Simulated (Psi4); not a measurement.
# GeHSF (SMILES [F][Ge][SH]), step by step

We compute a series of 9 runs (PBE0-D4/def2-TZVP, PBE-D4/def2-TZVPP, r2SCAN-D4/def2-TZVPP, B3LYP-D4/def2-TZVPP, PBE0-D4/def2-TZVPP, wB97M-V/def2-TZVPP, CCSD(T)/def2-TZVPP, MP2/def2-QZVPP) of GeHSF. 

Program for the calculation: Psi4 1.11.

## Step 1: The system as given

The species is GeHSF (4 atoms), meant as a singlet with charge 0. SMILES: `[F][Ge][SH]`. The run starts from this shape.

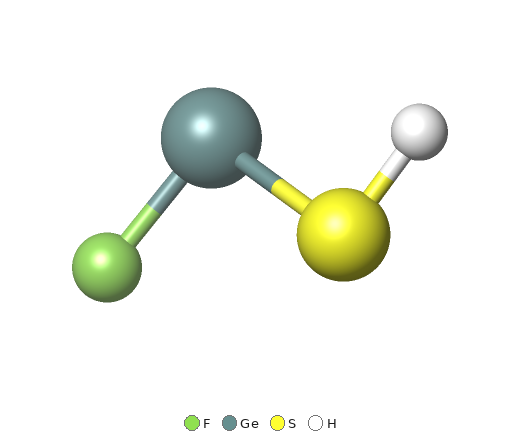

Viewed from a chosen angle; fluorine green, germanium teal, sulfur yellow, hydrogen white.

## Step 2: A structure relaxation at PBE0-D4/def2-TZVP (density fitting) (run 2)

calc.in

```
memory 3.3 GB

molecule {
  0 1
  F     -1.907320     0.434190     0.607400
  Ge    -0.296320    -0.073690     1.091270
  S      0.554460    -0.050670    -0.975470
  H      1.764090    -0.441560    -0.536300
  symmetry c1
}

set {
  basis def2-TZVP
  scf_type df
  geom_maxiter 50
  max_force_g_convergence 0.0002
}

e, wfn = opt("pbe0-d4", return_wfn=True)
```

The run is started by

```console
$ psi4 calc.in calc.out -n 2
```

calc.out:

```text
[...]
  Running in c1 symmetry.
[...]
  Nuclear repulsion =  247.530325654581560
[...]
  Multiplicity = 1
[...]
  Nalpha       = 29
  Nbeta        = 29
[...]
    Number of basis functions: 122
[...]
   @DF-RKS iter   1: -2573.79411229842208   -2.21860e+00   2.47954e-02 DIIS/ADIIS
[...]
   @DF-RKS iter  13: -2575.26972281754615   -2.72848e-12   1.99921e-09 DIIS
[...]
    Orbital Energies [Eh]
    ---------------------
    Doubly Occupied:
       1A   -399.141728     2A    -89.032774     3A    -49.955592
       4A    -44.437826     5A    -44.435963     6A    -44.435063
       7A    -24.739457     8A     -8.013345     9A     -6.323685
      10A     -5.948741    11A     -5.945261    12A     -5.943639
      13A     -4.481820    14A     -4.476779    15A     -4.473323
      16A     -1.286087    17A     -1.275363    18A     -1.274006
      19A     -1.272236    20A     -1.268153    21A     -1.166635
      22A     -0.759797    23A     -0.543037    24A     -0.444936
      25A     -0.426859    26A     -0.406807    27A     -0.402692
      28A     -0.298401    29A     -0.279899
[...]
  @DF-RKS Final Energy: -2575.26972281754615
   => Energetics <=
    Nuclear Repulsion Energy =            247.5303256545815600
    One-Electron Energy =               -4078.8043511944147212
    Two-Electron Energy =                1342.9078081850414037
    DFT Exchange-Correlation Energy =     -86.9008611398914894
    Empirical Dispersion Energy =          -0.0026443228629796
    VV10 Nonlocal Energy =                  0.0000000000000000
    Total Energy =                      -2575.2697228175461532
[...]
 Multipole Moments:
 ------------------------------------------------------------------------------------
     Multipole            Electronic (a.u.)      Nuclear  (a.u.)        Total (a.u.)
 ------------------------------------------------------------------------------------
 L = 1.  Multiply by 2.5417464519 to convert [e a0] to [Debye]
 Dipole X            :         -2.5500093            3.3750515            0.8250422
 Dipole Y            :         -0.2133088           -0.0793724           -0.2926812
 Dipole Z            :          7.3455017           -6.8379484            0.5075533
 Magnitude           :                                                    1.0119127
[...]
  -Total Gradient:
     Atom            X                  Y                   Z
    ------   -----------------  -----------------  -----------------
       1        0.000025873925    -0.000014950095     0.000060198315
       2        0.000017099183     0.000003789251    -0.000066231566
       3       -0.000034501697     0.000007831904     0.000016131411
       4        0.000021235732    -0.000006521328     0.000002716364
[...]
    Final optimized geometry and variables:
    Molecular point group: c1
    Full point group: C1
    Geometry (in Angstrom), charge = 0, multiplicity = 1:
    F           -1.600446373909     0.428339101893     0.127022302796
    GE           0.010553626091    -0.079540898107     0.610892302796
    S            0.861333626091    -0.056520898107    -1.455847697204
    H            2.070963626091    -0.447410898107    -1.016677697204
    Psi4 run time: 0:00:07.65
```

Standard output:

```text
Optimizer: Optimization complete!
```

It took 9.3 s on 2 threads of Intel Xeon Platinum 8259CL at 2.50GHz (Skylake/Cascade Lake), shared host; peak memory 0.58 GiB.

## Step 3: The harmonic vibrations at PBE0-D4/def2-TZVP (density fitting) (run 3)

calc.dat

```
memory 3300 MB

molecule geom {
  0 1
  F     -3.60431243     0.82050019     1.14781965
  Ge    -0.55996365    -0.13925392     2.06220143
  S      1.04777755    -0.09575242    -1.84337114
  H      3.33364696    -0.83442747    -1.01346012
  units bohr
  symmetry c1
}

set {
  scf_type df
  rotational_symmetry_number 1
}

freq('pbe0-d4/def2-TZVP')
```

The run is started by

```console
$ psi4 -i calc.dat -o calc.out -n 2
```

calc.out, shortened:

```text
[...]
  Running in c1 symmetry.
[...]
  Nuclear repulsion =  247.530325811105683
[...]
  Multiplicity = 1
[...]
  Nalpha       = 29
  Nbeta        = 29
[...]
    Number of basis functions: 122
[...]
   @DF-RKS iter   1: -2573.79411230090545   -2.21860e+00   2.47954e-02 DIIS/ADIIS
[...]
   @DF-RKS iter  13: -2575.26972225937743   -1.36424e-12   1.99270e-09 DIIS
[...]
  @DF-RKS Final Energy: -2575.26972225937743
   => Energetics <=
    Nuclear Repulsion Energy =            247.5348211412469652
    One-Electron Energy =               -4078.8130763606868641
    Two-Electron Energy =                1342.9122370115023841
    DFT Exchange-Correlation Energy =     -86.9010598631135451
    Empirical Dispersion Energy =          -0.0026441883262685
    VV10 Nonlocal Energy =                  0.0000000000000000
    Total Energy =                      -2575.2697222593774313
[...]
 Multipole Moments:
[...]
  -Total Gradient:
     Atom            X                  Y                   Z
    ------   -----------------  -----------------  -----------------
       1        0.000006644209    -0.000014865201     0.000083969448
       2       -0.000022435682     0.000024534952    -0.000124999922
       3        0.000390685098    -0.000139140504     0.000268939876
       4       -0.000345156515     0.000119653718    -0.000215153999
[...]
  ==> Harmonic Vibrational Analysis <==
[...]
  Freq [cm^-1]                 192.8142            362.5084            393.2586
[...]
  IR activ [km/mol]             3.4244              6.1189             58.2877
[...]
  Freq [cm^-1]                 662.0557            705.2962           2702.7568
[...]
  IR activ [km/mol]            118.7693            15.9278              2.2474
[...]
  Total E_0, Enthalpy at 0 [K]                                                        -2575.25828940 [Eh]
[...]
  Total H, Enthalpy at  298.15 [K]                                                    -2575.25303750 [Eh]
[...]
  Total G, Gibbs energy at  298.15 [K]                                                -2575.28663807 [Eh]
[...]
```

On the terminal:

```text
Warning: used thermodynamics relations inappropriate for low-frequency modes: ['192.8142' '362.5084' '393.2586']
```

Run time: 97 s. Hardware: 2 threads of Intel Xeon Platinum 8259CL at 2.50GHz (Skylake/Cascade Lake), shared host; peak memory 0.67 GiB.

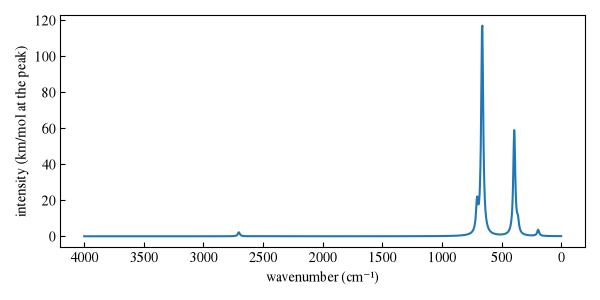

Harmonic infrared spectrum, unscaled, lines broadened by 10 cm⁻¹.

Runs 4 to 9 aren't shown in full; the table further down has their settings and results.

## Step 4: A single-point energy at MP2/def2-QZVPP (density fitting, density fitting for correlation) (run 10)

input.inp

```
memory 3300 mb

molecule {
  0 1
  F     -1.907320     0.434190     0.607400
  Ge    -0.296320    -0.073690     1.091270
  S      0.554460    -0.050670    -0.975470
  H      1.764090    -0.441560    -0.536300
  symmetry c1
}

set {
  scf_type df
  num_frozen_docc 15
}

energy_value = energy("mp2/def2-QZVPP")
```

The run is started by

```console
$ psi4 -n 2 input.inp input.out
```

input.out:

```text
[...]
  Running in c1 symmetry.
[...]
  Nuclear repulsion =  247.530325654581560
[...]
  Multiplicity = 1
[...]
  Nalpha       = 29
  Nbeta        = 29
[...]
    Number of basis functions: 246
[...]
   @DF-RHF iter   1: -2571.76128248143732   -3.39217e+00   1.25565e-02 ADIIS/DIIS
[...]
   @DF-RHF iter  13: -2573.10040274363291   -5.36602e-11   5.69320e-09 DIIS
[...]
    Orbital Energies [Eh]
    ---------------------
    Doubly Occupied:
       1A   -405.287207     2A    -91.964415     3A    -52.190530
       4A    -46.277786     5A    -46.276720     6A    -46.276123
       7A    -26.258773     8A     -8.967489     9A     -7.234181
      10A     -6.648549    11A     -6.647873    12A     -6.647339
      13A     -5.209079    14A     -5.205434    15A     -5.202878
      16A     -1.693437    17A     -1.683796    18A     -1.682353
      19A     -1.679926    20A     -1.675307    21A     -1.532047
      22A     -0.974532    23A     -0.717659    24A     -0.636080
      25A     -0.624140    26A     -0.551263    27A     -0.526446
      28A     -0.398338    29A     -0.369822
[...]
  @DF-RHF Final Energy: -2573.10040274363291
   => Energetics <=
    Nuclear Repulsion Energy =            247.5303256545815600
    One-Electron Energy =               -4079.1824110092611591
    Two-Electron Energy =                1258.5516826110467719
    Total Energy =                      -2573.1004027436329125
[...]
 Multipole Moments:
 ------------------------------------------------------------------------------------
     Multipole            Electronic (a.u.)      Nuclear  (a.u.)        Total (a.u.)
 ------------------------------------------------------------------------------------
 L = 1.  Multiply by 2.5417464519 to convert [e a0] to [Debye]
 Dipole X            :         -2.5169721            3.3750515            0.8580794
 Dipole Y            :         -0.2306668           -0.0793724           -0.3100393
 Dipole Z            :          7.4107892           -6.8379484            0.5728408
 Magnitude           :                                                    1.0772981
[...]
```

It took 6.9 s on 2 threads of Intel Xeon Platinum 8259CL at 2.50GHz (Skylake/Cascade Lake), shared host; peak memory 0.66 GiB.

## Step 5: All runs side by side

```
run                                                                  level         task  geom maxiter   energy (Eh)  dipole moment (D)  HOMO energy (eV)  LUMO energy (eV)  wall time
  2                                    PBE0-D4/def2-TZVP (density fitting)     optimise            50  -2575.269723               2.57             -7.62             -2.44      9.3 s
  3                                    PBE0-D4/def2-TZVP (density fitting)  frequencies             –  -2575.269723               2.57                 –                 –       97 s
  4                                    PBE-D4/def2-TZVPP (density fitting)       energy             –  -2575.193948               2.38             -6.50             -3.16       11 s
  5                                 r2SCAN-D4/def2-TZVPP (density fitting)       energy             –  -2575.687748               2.44             -6.80             -3.14       17 s
  6                                  B3LYP-D4/def2-TZVPP (density fitting)       energy             –  -2575.837188               2.58             -7.43             -2.65       11 s
  7                                   PBE0-D4/def2-TZVPP (density fitting)   properties             –  -2575.270361               2.55             -7.62             -2.44       11 s
  8                                   wB97M-V/def2-TZVPP (density fitting)       energy             –  -2575.606569               2.58             -9.73             -0.53       17 s
  9  CCSD(T)/def2-TZVPP (density fitting, density fitting for correlation)       energy             –  -2573.740950                  –            -10.02              0.56       62 s
 10      MP2/def2-QZVPP (density fitting, density fitting for correlation)       energy             –  -2574.060738                  –            -10.06              0.41      6.9 s
```

## Step 6: Results

```
                                                            quantity           value
                                run 10, MP2/def2-QZVPP: total energy  -2574.06074 Eh
         run 10, MP2/def2-QZVPP: HOMO energy (Hartree–Fock orbitals)       -10.06 eV
         run 10, MP2/def2-QZVPP: LUMO energy (Hartree–Fock orbitals)         0.41 eV
       run 10, MP2/def2-QZVPP: HOMO–LUMO gap (Hartree–Fock orbitals)        10.47 eV
run 10, MP2/def2-QZVPP: correlation energy (15 core orbitals frozen)      -960.3 mEh
```

In words: Over runs 2, 3, 4, 5, 6, 7, 8 the dipole moment (its size) runs from 2.38 D (PBE-D4/def2-TZVPP) to 2.58 D (B3LYP-D4/def2-TZVPP). Over runs 2, 4, 5, 6, 7, 8 the HOMO–LUMO gap runs from 3.34 eV (PBE-D4/def2-TZVPP) to 9.19 eV (wB97M-V/def2-TZVPP). Totals of different functionals can't be ranked against each other. All runs together took 4 min, the longest 97 s.
